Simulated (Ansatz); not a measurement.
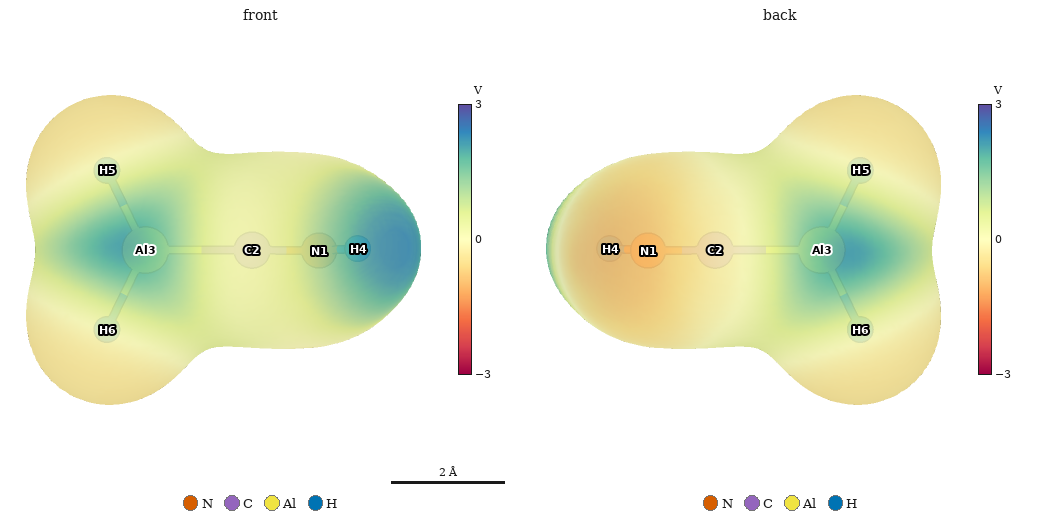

*CH3AlN (doublet). The electrostatic potential painted on the density surface at 0.002 e/bohr³, seen from the front and from behind; red is negative and blue positive.*

Geometry: PBE0-D4/def2-TZVP.

Level of theory: UKS PBE0-D4/def2-TZVPP (Ansatz).

```tsv
atom	x (Å)	y (Å)	z (Å)
N	-0.9021	-0.6182	-1.1624
C	-0.2427	-0.5328	-0.1578
Al	0.9698	-0.3998	1.3027
H	-1.9223	-0.6543	-1.1911
H	1.4371	-1.7677	1.9331
H	1.3407	1.0648	1.7545
```

Where is the surface potential most negative and most positive?

Answer. The most negative region (about −0.9 V) lies over N1, the most positive (about +2.3 V) over H4.
